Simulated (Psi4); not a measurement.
# BH3O (BH2(OH)): TPSS/def2-QZVPP (density fitting, sweep point 12)

What is the vertical electron affinity of BH3O (BH2(OH)) at TPSS/def2-QZVPP (density fitting, sweep point 12)? 

Program for the calculation: Psi4 1.11.

## (1) The molecule

BH3O: 5 atoms, total charge 0, spin state singlet. As SMILES, `[H]B([H])O`. The coordinates come from a GFN2-xTB relaxation.

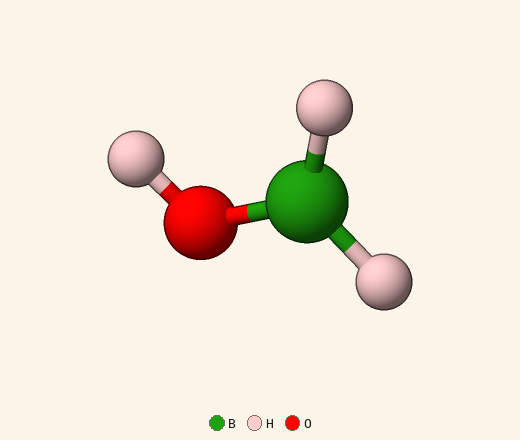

Viewed from a chosen angle; boron green, hydrogen pink, oxygen red.

## (2) The energy at TPSS/def2-QZVPP (density fitting, sweep point 12)

The input, calc.py:

```python
import psi4

psi4.set_memory(1600000000)
psi4.set_num_threads(1)
psi4.core.set_output_file('run.log', False)

geom = psi4.geometry("""
0 1
B      0.51205909     0.57160436    -0.20503528
H      2.65232510     0.73706878    -0.74759455
H     -0.81808134     2.36472768    -0.15250090
O     -0.30126014    -1.73609139     0.32973831
H     -2.04506161    -1.93730943     0.77539242
units bohr
symmetry c1
""")

options = {'puream': True, 'scf_type': 'df', 'dft_radial_points': 99, 'dft_spherical_points': 590}
psi4.set_options(options)

result, w = psi4.energy('tpss/def2-QZVPP', return_wfn=True)
print(f'total energy {result:.8f} hartree = {result * 27.211386:.5f} eV')
for k, v in sorted(psi4.core.scalar_variables().items()):
    print(f'{k:45s} {v:18.10f}')
```

Started as:

```bash
$ python calc.py
```

run.log:

```text
[...]
  Running in c1 symmetry.
[...]
  Nuclear repulsion =   30.808510956533365
[...]
  Multiplicity = 1
[...]
  Nalpha       = 8
  Nbeta        = 8
[...]
    Number of basis functions: 204
[...]
   @DF-RKS iter   1:  -101.74538591317038   -3.46980e-01   3.75836e-03 ADIIS/DIIS
[...]
   @DF-RKS iter   8:  -101.97319152501869   -3.33496e-08   2.11692e-07 DIIS
[...]
    Orbital Energies [Eh]
    ---------------------
    Doubly Occupied:
       1A    -18.915071     2A     -6.599897     3A     -0.981144
       4A     -0.540918     5A     -0.418339     6A     -0.365920
       7A     -0.339680     8A     -0.275797
[...]
  @DF-RKS Final Energy:  -101.97319152501869
   => Energetics <=
    Nuclear Repulsion Energy =             30.8085109565333646
    One-Electron Energy =                -199.2103541486244751
    Two-Electron Energy =                  80.2623028671301597
    DFT Exchange-Correlation Energy =     -13.8336512000577265
    Empirical Dispersion Energy =           0.0000000000000000
    VV10 Nonlocal Energy =                  0.0000000000000000
    Total Energy =                       -101.9731915250186916
[...]
 Multipole Moments:
 ------------------------------------------------------------------------------------
     Multipole            Electronic (a.u.)      Nuclear  (a.u.)        Total (a.u.)
 ------------------------------------------------------------------------------------
 L = 1.  Multiply by 2.5417464519 to convert [e a0] to [Debye]
 Dipole X            :         -0.2309866           -0.3836744           -0.6146610
 Dipole Y            :         -1.0090093            0.9515604           -0.0574490
 Dipole Z            :          0.2086124           -0.0525035            0.1561090
 Magnitude           :                                                    0.6367720
[...]
```

Standard output:

```text
total energy -101.97319153 hartree = -2774.83188 eV
CURRENT ENERGY                                   -101.9731915250
CURRENT REFERENCE ENERGY                         -101.9731915250
DD SOLVATION ENERGY                                 0.0000000000
DFT FUNCTIONAL TOTAL ENERGY                      -101.9731915250
DFT TOTAL ENERGY                                 -101.9731915250
DFT VV10 ENERGY                                     0.0000000000
DFT XC ENERGY                                     -13.8336512001
GRID ELECTRONS ALPHA                                7.9999999983
GRID ELECTRONS BETA                                 7.9999999983
GRID ELECTRONS TOTAL                               15.9999999967
NUCLEAR REPULSION ENERGY                           30.8085109565
ONE-ELECTRON ENERGY                              -199.2103541486
PCM POLARIZATION ENERGY                             0.0000000000
PE ENERGY                                           0.0000000000
SCF ITERATION ENERGY                             -101.9731915250
SCF ITERATIONS                                      8.0000000000
SCF TOTAL ENERGY                                 -101.9731915250
TWO-ELECTRON ENERGY                                80.2623028671
XC GRID RADIAL POINTS                              99.0000000000
XC GRID SPHERICAL POINTS                          590.0000000000
XC GRID TOTAL POINTS                           282554.0000000000
```

Wall time 47 s (1 thread of Intel Xeon Platinum 8488C (Sapphire Rapids), shared host); peak memory 1.1 GiB.

## (3) The doublet anion at the same level

The input, run.py:

```python
import psi4

psi4.set_memory('1600 MB')
psi4.set_num_threads(1)
psi4.core.set_output_file('run.log', False)

mol = psi4.geometry("""
-1 2
B      0.51205909     0.57160436    -0.20503528
H      2.65232510     0.73706878    -0.74759455
H     -0.81808134     2.36472768    -0.15250090
O     -0.30126014    -1.73609139     0.32973831
H     -2.04506161    -1.93730943     0.77539242
units bohr
symmetry c1
""")

options = {'basis': 'def2-QZVPP', 'reference': 'uks', 'puream': True, 'scf_type': 'df', 'dft_radial_points': 99, 'dft_spherical_points': 590, 'maxiter': 150}
psi4.set_options(options)

result = psi4.energy("tpss", molecule=mol)
print(f'tpss energy: {result:.10f} Eh')
for k, v in sorted(psi4.core.scalar_variables().items()):
    print(f'{k:45s} {v:18.10f}')
```

Started as:

```bash
$ python run.py
```

run.log:

```text
[...]
  Running in c1 symmetry.
[...]
  Nuclear repulsion =   30.808510956533365
[...]
  Multiplicity = 2
[...]
  Nalpha       = 9
  Nbeta        = 8
[...]
    Number of basis functions: 204
[...]
   @DF-UKS iter   1:  -101.43396707488574   -3.55615e-02   4.79243e-03 ADIIS/DIIS
[...]
   @DF-UKS iter  10:  -101.92006508323705   -1.89269e-07   7.22200e-07 DIIS
[...]
   @S^2 Observed:                7.518294458E-01
[...]
    Orbital Energies [Eh]
    ---------------------
    Alpha Occupied:
       1A    -18.681326     2A     -6.351876     3A     -0.755746
       4A     -0.317237     5A     -0.192191     6A     -0.140704
       7A     -0.118899     8A     -0.051321     9A      0.137088
    Alpha Virtual:
      10A      0.158954    11A      0.196060    12A      0.216088
      13A      0.239776    14A      0.265124    15A      0.287407
      16A      0.324571    17A      0.401704    18A      0.439428
      19A      0.447998    20A      0.474132    21A      0.490840
      22A      0.510240    23A      0.529178    24A      0.549676
      25A      0.581217    26A      0.597465    27A      0.606250
[...]
  @DF-UKS Final Energy:  -101.92006508323705
   => Energetics <=
    Nuclear Repulsion Energy =             30.8085109565333646
    One-Electron Energy =                -202.8265833764862691
    Two-Electron Energy =                  84.1043723568454880
    DFT Exchange-Correlation Energy =     -14.0063650201296213
    Empirical Dispersion Energy =           0.0000000000000000
    VV10 Nonlocal Energy =                  0.0000000000000000
    Total Energy =                       -101.9200650832370485
[...]
 Multipole Moments:
 ------------------------------------------------------------------------------------
     Multipole            Electronic (a.u.)      Nuclear  (a.u.)        Total (a.u.)
 ------------------------------------------------------------------------------------
 L = 1.  Multiply by 2.5417464519 to convert [e a0] to [Debye]
 Dipole X            :         -0.7131426           -0.3836744           -1.0968170
 Dipole Y            :         -2.4440208            0.9515604           -1.4924604
 Dipole Z            :          0.5318980           -0.0525035            0.4793945
 Magnitude           :                                                    1.9131819
[...]
```

Standard output:

```text
tpss energy: -101.9200650832 Eh
CURRENT ENERGY                                   -101.9200650832
CURRENT REFERENCE ENERGY                         -101.9200650832
DD SOLVATION ENERGY                                 0.0000000000
DFT FUNCTIONAL TOTAL ENERGY                      -101.9200650832
DFT TOTAL ENERGY                                 -101.9200650832
DFT VV10 ENERGY                                     0.0000000000
DFT XC ENERGY                                     -14.0063650201
GRID ELECTRONS ALPHA                                8.9999999489
GRID ELECTRONS BETA                                 7.9999999947
GRID ELECTRONS TOTAL                               16.9999999436
NUCLEAR REPULSION ENERGY                           30.8085109565
ONE-ELECTRON ENERGY                              -202.8265833765
PCM POLARIZATION ENERGY                             0.0000000000
PE ENERGY                                           0.0000000000
SCF ITERATION ENERGY                             -101.9200650832
SCF ITERATIONS                                     10.0000000000
SCF TOTAL ENERGY                                 -101.9200650832
TWO-ELECTRON ENERGY                                84.1043723568
XC GRID RADIAL POINTS                              99.0000000000
XC GRID SPHERICAL POINTS                          590.0000000000
XC GRID TOTAL POINTS                           282554.0000000000
```

Run time: 86 s. Hardware: 1 thread of Intel Xeon Platinum 8488C (Sapphire Rapids), shared host; peak memory 1.2 GiB.

## (4) Results

At TPSS/def2-QZVPP (density fitting, sweep point 12):

```
                                         quantity          value
                       singlet BH3O: total energy  -101.97319 Eh
                      singlet BH3O: dipole moment         1.62 D
                        singlet BH3O: HOMO energy       -7.50 eV
                        singlet BH3O: LUMO energy       -1.12 eV
                      singlet BH3O: HOMO–LUMO gap        6.39 eV
                      doublet anion: total energy  -101.92007 Eh
doublet anion: HOMO energy (highest over α and β)        3.73 eV
 doublet anion: LUMO energy (lowest over α and β)        4.33 eV
                              doublet anion: ⟨S²⟩          0.752
vertical electron affinity (to the doublet anion)      -1.446 eV
```

What this shows: The anion lies 1.45 eV (33 kcal/mol) above the neutral: the electron isn't bound at this level, and such a value depends on the basis. Without diffuse functions anions come out too high. The HOMO (doublet anion) lies at positive energy, 3.73 eV, as semi-local functionals often give for anions; only total energies tell whether the electron is bound.
